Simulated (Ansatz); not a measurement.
Input

```
crystal:
  periodic: [false, false, false]
  atoms:
    - {symbol: B, position_ang: [0.298879, -0.081545, -2.001715]}
    - {symbol: Cl, position_ang: [3.433162, -1.056776, -2.102632]}
    - {symbol: Cl, position_ang: [1.641136, -1.096113, 0.818557]}
    - {symbol: O, position_ang: [-0.736531, -0.088443, -2.636985]}
    - {symbol: Si, position_ang: [1.999864, -0.078351, -0.958198]}
    - {symbol: H, position_ang: [2.473107, 1.299194, -0.649330]}
basis:
  gaussian:
    orbitals: def2-TZVPD
hamiltonian:
  xc: pbe0
output: {forces: true, orbitals: {seedname: orbitals}}
```

Run with:

```sh
ansatz run input.yaml --threads 1 --pin off --max-ram 2610MiB --events-out events.jsonl --progress --plain --runs-dir runs
```

Geometry: BLYP-D3(BJ)/def2-SVP.

All numbers below come from isolated molecule in a Gaussian basis; Kohn-Sham density functional theory, functional PBE0 in Ansatz 0.2.0.

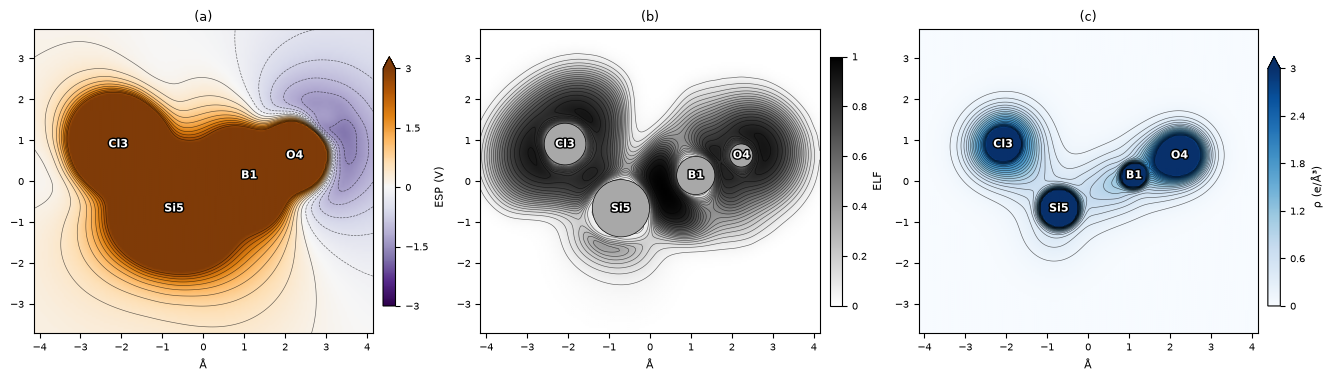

BCl2HOSi (SMILES O=B[SiH](Cl)Cl). (a) electrostatic potential; (b) ELF; (c) electron density on the plane of atoms B1, Si5 and Cl3. Grey discs cover the atomic cores in the ELF map.

**What do the fields say about this system?**

Atoms in the plane: B, Cl, O and Si.
B–O (1.21 Å): ρ at the midpoint is about 3 e/Å³; the ELF peaks at about 0.85 between the atoms; a polar covalent bond.
Si–B (2.00 Å): ρ at the midpoint is about 0.81 e/Å³; the ELF peaks at about 1 between the atoms: a covalent bond.
Si–Cl (2.08 Å): ρ is about 0.87 e/Å³ halfway; the ELF peaks at about 0.85 between the atoms; a shared but strongly polarised pair.
The ELF also peaks beside Cl3 and O4, away from the bonds: lone-pair regions.
Outside the dense part of the molecule the potential is most negative (−1.7 V) near O4.
